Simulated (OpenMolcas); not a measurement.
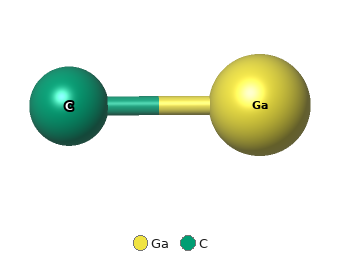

The molecule at the reference distance of 2.009 Å.

## GaC: relativistic diatomic calculation (part 1 of 2)

GaC. Computed at this level: SA-CASSCF(7,8)/XMS-CASPT2 + RASSI spin-orbit (X2C scalar, AMFI), ANO-RCC-VTZP (OpenMolcas).

## Key numbers

```tsv
quantity	value
outcome	converged; components of a degenerate state are split by 41 cm⁻¹
lowest spin-free state	⁴Σ
lowest spin-orbit level	Ω = 3/2, −1980.12476 hartree
next level	Ω = 1/2, 1 cm⁻¹
hardware	1 thread of Arm Neoverse V1, 112 GiB of memory available, shared host
wall time	38 s
peak memory	0.27 GiB
```

## Notes

Limits: the two components of ²Δ at 4.37 eV, degenerate in CASSCF as they must be, are split by 41 cm⁻¹ in XMS-CASPT2, an artefact that passes into its spin-orbit levels; 4 of the 74 spin-orbit states have no clean Ω, so their splittings aren't to be trusted.

## The input
```
&GATEWAY
Coord
2
angstrom
Ga 0.0 0.0 0.0
C 0.0 0.0 2.0090
Basis=ANO-RCC-VTZP
Group=XY
RX2C
AMFI
ANGMom
0.0 0.0 0.0
RICD
&SEWARD
&GUESSORB
&RASSCF
FileOrb=$CurrDir/o41.orb
Symmetry=1
Spin=4
nActEl=7 0 0
Inactive=9 6
RAS2=4 4
CIRoot=5 5 1
Linear
Iterations=120 100
OrbListing=Nothing
PRWF=0.15
>>COPY $Project.RasOrb $CurrDir/o41.orb
>>COPY $Project.rasscf.h5 $CurrDir/r41.h5
&CASPT2
XMultistate=all
Imaginary=0.2
IPEA=0.25
MaxIter=40
>>COPY $Project.JobMix JOB001
&RASSCF
FileOrb=$CurrDir/o22.orb
Symmetry=2
Spin=2
nActEl=7 0 0
Inactive=9 6
RAS2=4 4
CIRoot=6 6 1
Linear
Iterations=120 100
OrbListing=Nothing
PRWF=0.15
>>COPY $Project.RasOrb $CurrDir/o22.orb
>>COPY $Project.rasscf.h5 $CurrDir/r22.h5
&CASPT2
XMultistate=all
Imaginary=0.2
IPEA=0.25
MaxIter=40
>>COPY $Project.JobMix JOB002
&RASSCF
FileOrb=$CurrDir/o21.orb
Symmetry=1
Spin=2
nActEl=7 0 0
Inactive=9 6
RAS2=4 4
CIRoot=7 7 1
Linear
Iterations=120 100
OrbListing=Nothing
PRWF=0.15
>>COPY $Project.RasOrb $CurrDir/o21.orb
>>COPY $Project.rasscf.h5 $CurrDir/r21.h5
&CASPT2
XMultistate=all
Imaginary=0.2
IPEA=0.25
MaxIter=40
>>COPY $Project.JobMix JOB003
&RASSCF
FileOrb=$CurrDir/o42.orb
Symmetry=2
Spin=4
nActEl=7 0 0
Inactive=9 6
RAS2=4 4
CIRoot=4 4 1
Linear
Iterations=120 100
OrbListing=Nothing
PRWF=0.15
>>COPY $Project.RasOrb $CurrDir/o42.orb
>>COPY $Project.rasscf.h5 $CurrDir/r42.h5
&CASPT2
XMultistate=all
Imaginary=0.2
IPEA=0.25
MaxIter=40
>>COPY $Project.JobMix JOB004
&RASSCF
FileOrb=$CurrDir/o62.orb
Symmetry=2
Spin=6
nActEl=7 0 0
Inactive=9 6
RAS2=4 4
CIRoot=2 2 1
Linear
Iterations=120 100
OrbListing=Nothing
PRWF=0.15
>>COPY $Project.RasOrb $CurrDir/o62.orb
>>COPY $Project.rasscf.h5 $CurrDir/r62.h5
&CASPT2
XMultistate=all
Imaginary=0.2
IPEA=0.25
MaxIter=40
>>COPY $Project.JobMix JOB005
&RASSI
Nr of JobIphs=5 5 6 7 4 2
1 2 3 4 5
1 2 3 4 5 6
1 2 3 4 5 6 7
1 2 3 4
1 2
SpinOrbit
EJob
Omega
MEES
MESO
Properties=4
'AngMom' 3 'Mltpl  1' 1 'Mltpl  1' 2 'Mltpl  1' 3
Thrs=1.0d-4
>>COPY $Project.rassi.h5 $CurrDir/so.h5
```

The first orbital files come from an earlier step.

Launched with:
```bash
pymolcas m.inp (one call a module block, same work directory)
```

## Output (extracts)
```
++    Wave function specifications:
      Number of closed shell electrons          30
      Number of electrons in active shells       7
      Number of inactive orbitals               15
      Number of active orbitals                  8
      Number of secondary orbitals              50
      Spin quantum number                      1.5
      State symmetry                             1
++    Orbital specifications:
      Symmetry species                           1   2
                                                 a   b
      Frozen orbitals                            0   0
      Inactive orbitals                          9   6
      Active orbitals                            4   4
      RAS2 orbitals                              4   4
      Secondary orbitals                        26  24
      Number of basis functions                 39  34
      printout of CI-coefficients larger than  0.15 for root  1
      energy=   -1980.017485
      conf/sym  1111 2222     Coeff  Weight
            97  02u2 uu00  -0.37513 0.14073
           115  0u22 uu00  -0.87273 0.76165
      printout of CI-coefficients larger than  0.15 for root  2
      energy=   -1979.906751
      conf/sym  1111 2222     Coeff  Weight
            97  02u2 uu00  -0.65969 0.43519
           115  0u22 uu00   0.27829 0.07745
           117  0u22 0uu0  -0.43609 0.19018
           118  0u22 u00u   0.43609 0.19018
      printout of CI-coefficients larger than  0.15 for root  3
      energy=   -1979.882091
      conf/sym  1111 2222     Coeff  Weight
           116  0u22 u0u0  -0.64049 0.41022
           117  0u22 0uu0   0.23432 0.05491
           118  0u22 u00u   0.23432 0.05491
           119  0u22 0u0u   0.64049 0.41022
      printout of CI-coefficients larger than  0.15 for root  4
      energy=   -1979.882091
      conf/sym  1111 2222     Coeff  Weight
           116  0u22 u0u0  -0.23432 0.05491
           117  0u22 0uu0  -0.64049 0.41022
           118  0u22 u00u  -0.64049 0.41022
           119  0u22 0u0u   0.23432 0.05491
      printout of CI-coefficients larger than  0.15 for root  5
      energy=   -1979.879077
      conf/sym  1111 2222     Coeff  Weight
           116  0u22 u0u0   0.67746 0.45896
           119  0u22 0u0u   0.67746 0.45896
      Natural orbitals and occupation numbers for root  1
      sym 1:   0.027274   1.016289   1.910580   1.976443
      sym 2:   0.982999   0.982999   0.051708   0.051708
      Natural orbitals and occupation numbers for root  2
      sym 1:   0.037113   1.265216   1.670436   1.963553
      sym 2:   0.785375   0.785375   0.246466   0.246466
      Natural orbitals and occupation numbers for root  3
      sym 1:   0.033455   0.994764   1.935350   1.960044
      sym 2:   0.526459   0.526458   0.511736   0.511735
      Natural orbitals and occupation numbers for root  4
      sym 1:   0.033455   0.994764   1.935350   1.960044
      sym 2:   0.526458   0.526458   0.511736   0.511736
      Natural orbitals and occupation numbers for root  5
      sym 1:   0.033458   0.994237   1.931939   1.959332
      sym 2:   0.528313   0.528314   0.512204   0.512204
      RASSCF energy for state  5                  -1979.87907662
::    RASSCF root number  1 Total energy:  -1980.01748454
::    RASSCF root number  2 Total energy:  -1979.90675097
::    RASSCF root number  3 Total energy:  -1979.88209111
::    RASSCF root number  4 Total energy:  -1979.88209111
::    RASSCF root number  5 Total energy:  -1979.87907662
      Von Neumann Entropy (Root   1) =  1.94073
++    Wave function specifications:
      Number of closed shell electrons           0
      Number of electrons in active shells       7
      Number of inactive orbitals                0
      Number of active orbitals                  8
      Number of secondary orbitals              50
      Spin quantum number                      1.5
      State symmetry                             1
      Number of CSFs                           672
      Number of CASSCF root(s) available         5
      CASPT2 state passed to geometry opt.       5
      A file JOBMIX will be created
      This is a MULTI-STATE CASSCF reference
      Number of CI roots used                    5
      These are:                                 1   2   3   4   5
      Off-diagonal elements of Heff are computed
  FINAL CASPT2 RESULT:
      Reference energy:       -1980.0174845407
      E2 (Non-variational):      -0.1030257347
      Shift correction:          -0.0013885861
      E2 (Variational):          -0.1044143208
      Total energy:           -1980.1218988615
      Reference weight:           0.95220
  FINAL CASPT2 RESULT:
      Reference energy:       -1979.9067509682
      E2 (Non-variational):      -0.0983695889
      Shift correction:          -0.0014357667
      E2 (Variational):          -0.0998053556
      Total energy:           -1980.0065563238
      Reference weight:           0.95436
  FINAL CASPT2 RESULT:
      Reference energy:       -1979.8820911088
      E2 (Non-variational):      -0.0976600335
      Shift correction:          -0.0012872707
      E2 (Variational):          -0.0989473041
      Total energy:           -1979.9810384130
      Reference weight:           0.95524
  FINAL CASPT2 RESULT:
      Reference energy:       -1979.8820911088
      E2 (Non-variational):      -0.0976238177
      Shift correction:          -0.0012892194
      E2 (Variational):          -0.0989130371
      Total energy:           -1979.9810041459
      Reference weight:           0.95522
  FINAL CASPT2 RESULT:
      Reference energy:       -1979.8790766176
      E2 (Non-variational):      -0.0976047530
      Shift correction:          -0.0012874966
      E2 (Variational):          -0.0988922496
      Total energy:           -1979.9779688672
      Reference weight:           0.95527
       Total XMS-CASPT2 energies:
::    XMS-CASPT2 Root  1     Total energy:  -1980.12473383
::    XMS-CASPT2 Root  2     Total energy:  -1980.00372136
::    XMS-CASPT2 Root  3     Total energy:  -1979.98104158
::    XMS-CASPT2 Root  4     Total energy:  -1979.98100098
::    XMS-CASPT2 Root  5     Total energy:  -1979.97796887
++    Wave function specifications:
      Number of closed shell electrons          30
      Number of electrons in active shells       7
      Number of inactive orbitals               15
      Number of active orbitals                  8
      Number of secondary orbitals              50
      Spin quantum number                      0.5
      State symmetry                             2
      printout of CI-coefficients larger than  0.15 for root  1
      energy=   -1979.975546
      conf/sym  1111 2222     Coeff  Weight
            37  0222 u000   0.25170 0.06335
           386  0202 u200  -0.15366 0.02361
           446  0022 u200   0.83857 0.70319
           459  0022 uu0d   0.19568 0.03829
           462  0022 u002  -0.15778 0.02489
      printout of CI-coefficients larger than  0.15 for root  2
      energy=   -1979.975546
      conf/sym  1111 2222     Coeff  Weight
            38  0222 0u00  -0.25170 0.06335
           385  0202 2u00  -0.15366 0.02361
           445  0022 2u00   0.83857 0.70319
           450  0022 uud0   0.19568 0.03829
           452  0022 0u20   0.15778 0.02489
      printout of CI-coefficients larger than  0.15 for root  3
      energy=   -1979.952967
      conf/sym  1111 2222     Coeff  Weight
            37  0222 u000   0.59746 0.35696
            38  0222 0u00  -0.68558 0.47002
      printout of CI-coefficients larger than  0.15 for root  4
      energy=   -1979.952967
      conf/sym  1111 2222     Coeff  Weight
            37  0222 u000  -0.68558 0.47002
            38  0222 0u00  -0.59746 0.35696
      printout of CI-coefficients larger than  0.15 for root  5
      energy=   -1979.882690
      conf/sym  1111 2222     Coeff  Weight
           445  0022 2u00  -0.22370 0.05004
           448  0022 udu0   0.37125 0.13782
           450  0022 uud0   0.42506 0.18068
           453  0022 200u  -0.45197 0.20427
           801  0uu2 2d00  -0.47438 0.22503
      printout of CI-coefficients larger than  0.15 for root  6
      energy=   -1979.882690
      conf/sym  1111 2222     Coeff  Weight
           446  0022 u200  -0.22370 0.05004
           449  0022 02u0   0.45197 0.20427
           454  0022 ud0u  -0.37125 0.13782
           459  0022 uu0d   0.42506 0.18068
           802  0uu2 d200  -0.47438 0.22503
           814  0uu2 du0d  -0.15276 0.02333
      Natural orbitals and occupation numbers for root  1
      sym 1:   0.018548   0.292123   1.819668   1.974060
      sym 2:   0.971957   1.694526   0.050700   0.178418
      Natural orbitals and occupation numbers for root  2
      sym 1:   0.018548   0.292123   1.819668   1.974060
      sym 2:   1.694526   0.971957   0.178418   0.050700
      Natural orbitals and occupation numbers for root  3
      sym 1:   0.032597   1.830475   1.910685   1.956792
      sym 2:   0.173300   0.994010   0.059400   0.042741
      Natural orbitals and occupation numbers for root  4
      sym 1:   0.032597   1.830475   1.910685   1.956792
      sym 2:   0.994010   0.173300   0.042741   0.059400
      Natural orbitals and occupation numbers for root  5
      sym 1:   0.022965   0.451090   1.546748   1.959486
      sym 2:   1.496650   0.751133   0.490837   0.281091
      Natural orbitals and occupation numbers for root  6
      sym 1:   0.022965   0.451090   1.546748   1.959486
      sym 2:   0.751133   1.496650   0.281091   0.490837
      RASSCF energy for state  6                  -1979.88269039
::    RASSCF root number  1 Total energy:  -1979.97554585
::    RASSCF root number  2 Total energy:  -1979.97554585
::    RASSCF root number  3 Total energy:  -1979.95296697
::    RASSCF root number  4 Total energy:  -1979.95296697
::    RASSCF root number  5 Total energy:  -1979.88269039
::    RASSCF root number  6 Total energy:  -1979.88269039
      Von Neumann Entropy (Root   1) =  1.76458
++    Wave function specifications:
      Number of closed shell electrons           0
      Number of electrons in active shells       7
      Number of inactive orbitals                0
      Number of active orbitals                  8
      Number of secondary orbitals              50
      Spin quantum number                      0.5
      State symmetry                             2
      Number of CSFs                          1176
      Number of CASSCF root(s) available         6
      CASPT2 state passed to geometry opt.       6
      A file JOBMIX will be created
      This is a MULTI-STATE CASSCF reference
      Number of CI roots used                    6
      These are:                                 1   2   3   4   5   6
      Off-diagonal elements of Heff are computed
  FINAL CASPT2 RESULT:
      Reference energy:       -1979.9755458474
      E2 (Non-variational):      -0.1025621472
      Shift correction:          -0.0013574894
      E2 (Variational):          -0.1039196365
      Total energy:           -1980.0794654840
      Reference weight:           0.95231
  FINAL CASPT2 RESULT:
      Reference energy:       -1979.9755458474
      E2 (Non-variational):      -0.1025621470
      Shift correction:          -0.0013574894
      E2 (Variational):          -0.1039196364
      Total energy:           -1980.0794654838
      Reference weight:           0.95231
  FINAL CASPT2 RESULT:
      Reference energy:       -1979.9529669671
      E2 (Non-variational):      -0.1103860211
      Shift correction:          -0.0015503500
      E2 (Variational):          -0.1119363711
      Total energy:           -1980.0649033382
      Reference weight:           0.94847
  FINAL CASPT2 RESULT:
      Reference energy:       -1979.9529669671
      E2 (Non-variational):      -0.1103860210
      Shift correction:          -0.0015503500
      E2 (Variational):          -0.1119363709
      Total energy:           -1980.0649033380
      Reference weight:           0.94847
  FINAL CASPT2 RESULT:
      Reference energy:       -1979.8826903936
      E2 (Non-variational):      -0.1024445723
      Shift correction:          -0.0021751567
      E2 (Variational):          -0.1046197290
      Total energy:           -1979.9873101226
      Reference weight:           0.94650
  FINAL CASPT2 RESULT:
      Reference energy:       -1979.8826903935
      E2 (Non-variational):      -0.1024445724
      Shift correction:          -0.0021751567
      E2 (Variational):          -0.1046197291
      Total energy:           -1979.9873101226
      Reference weight:           0.94650
       Total XMS-CASPT2 energies:
::    XMS-CASPT2 Root  1     Total energy:  -1980.08211265
::    XMS-CASPT2 Root  2     Total energy:  -1980.08211265
::    XMS-CASPT2 Root  3     Total energy:  -1980.06149039
::    XMS-CASPT2 Root  4     Total energy:  -1980.06149039
::    XMS-CASPT2 Root  5     Total energy:  -1979.98807590
::    XMS-CASPT2 Root  6     Total energy:  -1979.98807590
++    Wave function specifications:
      Number of closed shell electrons          30
      Number of electrons in active shells       7
      Number of inactive orbitals               15
      Number of active orbitals                  8
      Number of secondary orbitals              50
      Spin quantum number                      0.5
      State symmetry                             1
      printout of CI-coefficients larger than  0.15 for root  1
      energy=   -1979.967279
      conf/sym  1111 2222     Coeff  Weight
           310  0u22 du00   0.81628 0.66632
           311  0u22 ud00  -0.47126 0.22209
      printout of CI-coefficients larger than  0.15 for root  2
      energy=   -1979.966023
      conf/sym  1111 2222     Coeff  Weight
           309  0u22 2000   0.43855 0.19232
           310  0u22 du00  -0.35028 0.12269
           311  0u22 ud00  -0.60672 0.36811
           312  0u22 0200  -0.43853 0.19231
      printout of CI-coefficients larger than  0.15 for root  3
      energy=   -1979.966023
      conf/sym  1111 2222     Coeff  Weight
           309  0u22 2000  -0.49539 0.24541
           310  0u22 du00  -0.31009 0.09615
           311  0u22 ud00  -0.53711 0.28848
           312  0u22 0200   0.49537 0.24539
      printout of CI-coefficients larger than  0.15 for root  4
      energy=   -1979.952964
      conf/sym  1111 2222     Coeff  Weight
           309  0u22 2000  -0.65084 0.42359
           312  0u22 0200  -0.65086 0.42362
      printout of CI-coefficients larger than  0.15 for root  5
      energy=   -1979.872228
      conf/sym  1111 2222     Coeff  Weight
           262  02u2 du00  -0.22744 0.05173
           314  0u22 0du0  -0.37348 0.13949
           316  0u22 0ud0  -0.52544 0.27609
           318  0u22 d00u   0.37351 0.13951
           321  0u22 u00d   0.52546 0.27610
      printout of CI-coefficients larger than  0.15 for root  6
      energy=   -1979.856375
      conf/sym  1111 2222     Coeff  Weight
           262  02u2 du00   0.33332 0.11110
           263  02u2 ud00   0.57735 0.33333
           314  0u22 0du0  -0.46209 0.21353
           318  0u22 d00u  -0.46208 0.21352
      printout of CI-coefficients larger than  0.15 for root  7
      energy=   -1979.856375
      conf/sym  1111 2222     Coeff  Weight
           261  02u2 2000   0.47132 0.22214
           264  02u2 0200  -0.47148 0.22229
           313  0u22 d0u0  -0.46199 0.21344
           319  0u22 0d0u   0.46218 0.21361
      Natural orbitals and occupation numbers for root  1
      sym 1:   0.043809   1.002366   1.924357   1.975396
      sym 2:   0.979550   0.979550   0.047486   0.047486
      Natural orbitals and occupation numbers for root  2
      sym 1:   0.033483   1.013005   1.918074   1.975191
      sym 2:   0.961764   0.961729   0.068378   0.068376
      Natural orbitals and occupation numbers for root  3
      sym 1:   0.033483   1.013005   1.918074   1.975192
      sym 2:   0.961767   0.961726   0.068378   0.068376
      Natural orbitals and occupation numbers for root  4
      sym 1:   0.034819   1.010663   1.898SPIN-FREE ENERGIES:
  (Shifted by EMIN (a.u.) =      -1980.1247338267)
 SF State       Relative EMIN(au)   Rel lowest level(eV)    D:o, cm**(-1)      Abs_M
     1             0.0000000000        0.0000000000              0.0000         0.0
     6             0.0426211717        1.1597811663           9354.2660         1.0
     7             0.0426211717        1.1597811663           9354.2660         1.0
    12             0.0458651974        1.2480556008          10066.2473         0.0
    13             0.0485107899        1.3200458413          10646.8877         2.0
    14             0.0486087362        1.3227110944          10668.3844         2.0
     8             0.0632434393        1.7209416539          13880.3305         1.0
     9             0.0632434393        1.7209416539          13880.3305         1.0
    15             0.0666007789        1.8122995177          14617.1814         0.0
    19             0.1042688069        2.8372987791          22884.3580         1.0
    20             0.1042688890        2.8373010114          22884.3760         1.0
     2             0.1210124659        3.2929169510          26559.1664         0.0
    10             0.1366579243        3.7186515612          29992.9476         1.0
    11             0.1366579243        3.7186515612          29992.9476         1.0
    21             0.1426493546        3.8816866863          31307.9145         1.0
    22             0.1426493712        3.8816871378          31307.9182         1.0
     3             0.1436922462        3.9100652126          31536.8028         2.0
     4             0.1437328482        3.9111700486          31545.7139         2.0
     5             0.1467649616        3.9936780588          32211.1859         0.0
    16             0.1468648595        3.9963964184          32233.1109         0.0
    23             0.1515777015        4.1246393807          33267.4602         1.0
    24             0.1515777058        4.1246394987          33267.4611         1.0
    17             0.1603612666        4.3636523654          35195.2299         2.0
    18             0.1605469750        4.3687057487          35235.9882         2.0
```

(Continued in part 2.)
